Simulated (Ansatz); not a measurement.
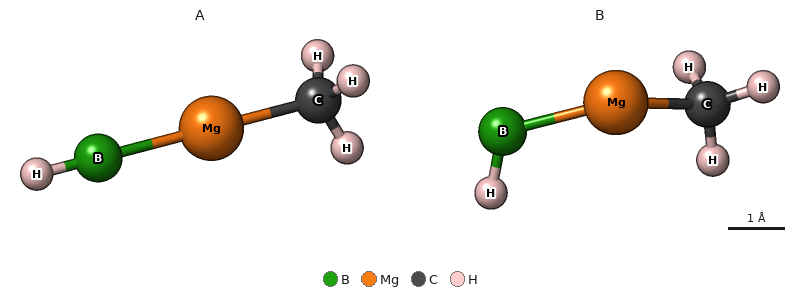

Two geometries of CH$_{4}$BMg (multiplicity 2), drawn at one scale. One is the start of a relaxation, the other its converged end. A ball-and-stick model, seen from a free direction.

Computed with UKS PBE0-D4/def2-TZVP (Ansatz). Settings: force threshold 0.005 eV/Å; at most 200 steps.

Which geometry has the lower energy?

Structure A is the relaxed one. The energy falls by 14.9 kcal/mol in 12 accepted moves (13 points after the start). The largest force component goes from 1.3 to 0.0018 eV/Å. The line search rejected the trial step at point 11 of the run. An H atom moves most after the best rigid fit: 1.32 Å. By element the largest moves are H 1.32 Å, Mg 1.02 Å, B 0.49 Å, C 0.25 Å. Near-neighbour distances that change, for instance: B–Mg 2.123 → 2.201 Å, C–Mg 2.155 → 2.082 Å, B–H 1.186 → 1.196 Å, C–H 1.091 → 1.095 Å. Bond angles that change, for instance: Mg–B–H 116.5° → 180.0°, B–Mg–C 128.8° → 179.9°, Mg–C–H 121.3° → 111.9°. Cost: 2.1 min on 2 threads of Intel Xeon Platinum 8488C (shared host).
